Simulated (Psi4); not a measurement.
# InSiH3ClO (SMILES [SiH3][O][In][Cl]) at UHF/3-21G

What is the vertical ionisation energy of InSiH3ClO at UHF/3-21G? 

The calculation is run with Psi4 1.11.

2 further runs of the same task are left out: 2 set aside as unsound or not needed. Runs told in other sessions of the task aren't counted.

## (1) The system as given

The species is InSiH3ClO (7 atoms), meant as a doublet with charge 0. SMILES: `[SiH3][O][In][Cl]`. The shape is that of a PBE0-D4/def2-TZVP optimisation. This is one conformer, not always the lowest.

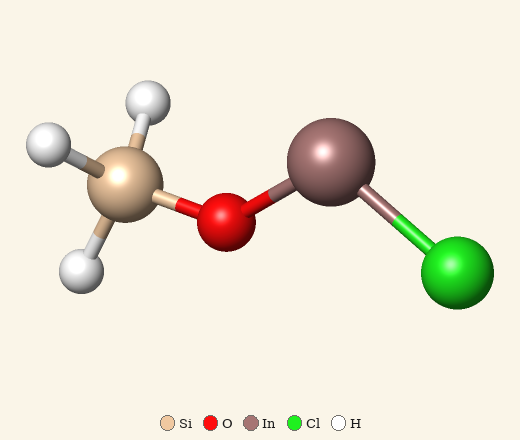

The structure, seen from a chosen angle (silicon light orange, oxygen red, indium brown, chlorine green, hydrogen white).

## (2) Energy and gradient at UHF/3-21G

The input, job.py:

```python
import psi4

psi4.set_memory('2200 MB')
psi4.set_num_threads(1)
psi4.core.set_output_file('clh3inosi.out', False)

m = psi4.geometry("""
0 2
Si     0.03136945     2.16298052     0.87078580
O      0.38493721    -0.83450306     0.21637364
In    -0.82694415    -3.25656503    -2.40108601
Cl     0.62493243    -7.43267079    -1.96758284
H      0.93768210     3.79740465    -1.23833753
H      1.51877289     2.75484274     3.17833037
H     -2.67093890     2.80832199     1.34151658
units bohr
symmetry c1
no_reorient
no_com
""")

psi4.set_options({
    'basis': '3-21G',
    'reference': 'uhf',
    'puream': True,
    'e_convergence': 1e-09,
    'd_convergence': 1e-08,
    'scf_type': 'pk',
    'maxiter': 100,
})

energy_value, wavefunction = psi4.gradient("scf", return_wfn=True)
print('gradient / Eh bohr^-1')
print(energy_value.np.round(6))
print(f'energy = {wavefunction.energy():.10f} Eh')
```

Command:

```console
$ python job.py
```

clh3inosi.out (excerpt; [...] marks lines left out):

```text
[...]
  Running in c1 symmetry.
[...]
  Nuclear repulsion =  522.610657015481138
[...]
  Multiplicity = 2
[...]
  Nalpha       = 46
  Nbeta        = 45
[...]
    Number of basis functions: 72
[...]
   @UHF iter   1: -6535.46966997052095   -4.07621e+00   8.22653e-03 ADIIS/DIIS
[...]
   @UHF iter  15: -6535.73511414330005    0.00000e+00   3.08920e-09 DIIS
[...]
   @S^2 Observed:                7.564190030E-01
[...]
    Orbital Energies [Eh]
    ---------------------
    Alpha Occupied:
       1A   -991.760695     2A   -148.729846     3A   -138.160765
       4A   -138.160671     5A   -138.160028     6A   -104.075721
       7A    -68.325304     8A    -29.613170     9A    -25.153835
      10A    -25.152202    11A    -25.149350    12A    -20.427846
      13A    -17.554603    14A    -17.554086    15A    -17.552439
      16A    -17.551384    17A    -17.551002    18A    -10.468355
      19A     -7.933665    20A     -7.928067    21A     -7.928006
      22A     -6.131174    23A     -5.060467    24A     -4.227380
      25A     -4.227172    26A     -4.226938    27A     -3.530452
      28A     -3.528694    29A     -3.522217    30A     -1.293295
      31A     -1.171590    32A     -1.158858    33A     -1.153428
      34A     -1.153100    35A     -1.140732    36A     -1.048833
[...]
  @UHF Final Energy: -6535.73511414330005
   => Energetics <=
    Nuclear Repulsion Energy =            522.6106570154811379
    One-Electron Energy =              -10072.2924537164035428
    Two-Electron Energy =                3013.9466825576232623
    Total Energy =                      -6535.7351141432991426
  UHF NO Occupations:
  HONO-2 :   44  A 1.9991706
  HONO-1 :   45  A 1.9980378
  HONO-0 :   46  A 1.0000000
  LUNO+0 :   47  A 0.0019622
  LUNO+1 :   48  A 0.0008294
[...]
 Multipole Moments:
 ------------------------------------------------------------------------------------
     Multipole            Electronic (a.u.)      Nuclear  (a.u.)        Total (a.u.)
 ------------------------------------------------------------------------------------
 L = 1.  Multiply by 2.5417464519 to convert [e a0] to [Debye]
 Dipole X            :         25.6691724          -26.5922260           -0.9230536
 Dipole Y            :        254.0660316         -252.9608177            1.1052139
 Dipole Z            :        133.0314670         -133.8986230           -0.8671560
 Magnitude           :                                                    1.6809179
[...]
  -Total Gradient:
     Atom            X                  Y                   Z
    ------   -----------------  -----------------  -----------------
       1       -0.006234065624    -0.016954871664    -0.015165860115
       2        0.012086288928     0.033853542319     0.029822268181
       3       -0.001375747146    -0.030481451059    -0.013548371197
       4       -0.007653480675     0.021503021866    -0.002479340411
       5        0.001203835995    -0.001590407034     0.000026991013
       6        0.001688528453    -0.004473115795     0.000647668688
       7        0.000284639966    -0.001856717862     0.000696643483
[...]
```

Standard output:

```text
gradient / Eh bohr^-1
[[-6.2340e-03 -1.6955e-02 -1.5166e-02]
 [ 1.2086e-02  3.3854e-02  2.9822e-02]
 [-1.3760e-03 -3.0481e-02 -1.3548e-02]
 [-7.6530e-03  2.1503e-02 -2.4790e-03]
 [ 1.2040e-03 -1.5900e-03  2.7000e-05]
 [ 1.6890e-03 -4.4730e-03  6.4800e-04]
 [ 2.8500e-04 -1.8570e-03  6.9700e-04]]
energy = -6535.7351141433 Eh
```

Run time: 3 s. Hardware: 1 thread of Intel Xeon 6975P-C (Granite Rapids), shared host; peak memory 0.23 GiB.

## (3) The singlet cation, same level

The input, job.inp:

```
memory 2200 MB

molecule molecule1 {
  1 1
  Si
  O 1 R2
  In 2 R3 1 A3
  Cl 3 R4 2 A4 1 D4
  H 1 R5 2 A5 3 D5
  H 1 R6 5 A6 2 D6
  H 1 R7 6 A7 5 D7

  R2 = 1.634307
  R3 = 1.993119
  A3 = 137.26934
  R4 = 2.350865
  A4 = 115.56496
  D4 = -179.94052
  R5 = 1.491223
  A5 = 111.56215
  D5 = -60.19969
  R6 = 1.486172
  A6 = 108.80765
  D6 = 119.72306
  R7 = 1.491165
  A7 = 108.80649
  D7 = -116.83845
  units angstrom
  symmetry c1
}

set globals {
  basis         3-21G
  puream        true
  e_convergence 1e-09
  d_convergence 1e-08
  scf_type      pk
}

E = gradient("hf")
print_variables()
```

Command:

```console
$ psi4 -n 1 job.inp job.out
```

job.out (excerpt; [...] marks lines left out):

```text
[...]
  Running in c1 symmetry.
[...]
  Nuclear repulsion =  522.610679486035338
[...]
  Multiplicity = 1
[...]
  Nalpha       = 45
  Nbeta        = 45
[...]
    Number of basis functions: 72
[...]
   @RHF iter   1: -6535.22079505260717   -3.82733e+00   7.60259e-03 ADIIS/DIIS
[...]
   @RHF iter  13: -6535.41628642290016   -4.54747e-12   6.74258e-09 DIIS
[...]
  @RHF Final Energy: -6535.41628642290016
   => Energetics <=
    Nuclear Repulsion Energy =            522.6106794860353375
    One-Electron Energy =              -10050.7621538466282800
    Two-Electron Energy =                2992.7351879376924444
    Total Energy =                      -6535.4162864229001570
[...]
 Multipole Moments:
 ------------------------------------------------------------------------------------
     Multipole            Electronic (a.u.)      Nuclear  (a.u.)        Total (a.u.)
 ------------------------------------------------------------------------------------
 L = 1.  Multiply by 2.5417464519 to convert [e a0] to [Debye]
 Dipole X            :          0.0057097           -0.0035374            0.0021723
 Dipole Y            :        -12.0492846            9.7761247           -2.2731598
 Dipole Z            :         14.7108625          -15.4459903           -0.7351279
 Magnitude           :                                                    2.3890737
[...]
  -Total Gradient:
     Atom            X                  Y                   Z
    ------   -----------------  -----------------  -----------------
       1       -0.000015740445    -0.019177396623     0.073076294085
       2       -0.000014915800     0.060871112924    -0.076916621333
       3        0.000022610352    -0.061317684919     0.020290022640
       4       -0.000008820767     0.013249926098    -0.001706712274
       5        0.001930858226     0.001300932083    -0.005640928961
       6       -0.000004619560     0.003766021227    -0.003469911023
       7       -0.001909372006     0.001307089682    -0.005632142831
[...]
```

It took 2.7 s on 1 thread of Intel Xeon 6975P-C (Granite Rapids), shared host; peak memory 0.23 GiB.

## (4) What came out

At UHF/3-21G:

| quantity | value |
| --- | --- |
| doublet InSiH3ClO: total energy | -6535.73511 Eh |
| doublet InSiH3ClO: dipole moment | 4.27 D |
| doublet InSiH3ClO: HOMO energy (highest over α and β) | -9.25 eV |
| doublet InSiH3ClO: LUMO energy (lowest over α and β) | -0.84 eV |
| doublet InSiH3ClO: ⟨S²⟩ | 0.756 |
| doublet InSiH3ClO: largest force on an atom | 2.402 eV/Å |
| singlet cation: total energy | -6535.41629 Eh |
| singlet cation: HOMO energy | -16.10 eV |
| singlet cation: LUMO energy | -8.04 eV |
| singlet cation: HOMO–LUMO gap | 8.06 eV |
| singlet cation: largest force on an atom | 5.044 eV/Å |
| vertical ionisation energy (to the singlet cation) | 8.676 eV |

In words: The vertical ionisation energy comes to 8.68 eV (200 kcal/mol). The largest force (doublet InSiH3ClO) is 2.40 eV/Å: the shape isn't a stationary point for this species at this level. Only the singlet of the ionised species was computed; a triplet could lie lower. Relativity is left out (doublet InSiH3ClO) although the molecule holds a heavy atom. Relativity is left out (singlet cation) although the molecule holds a heavy atom.
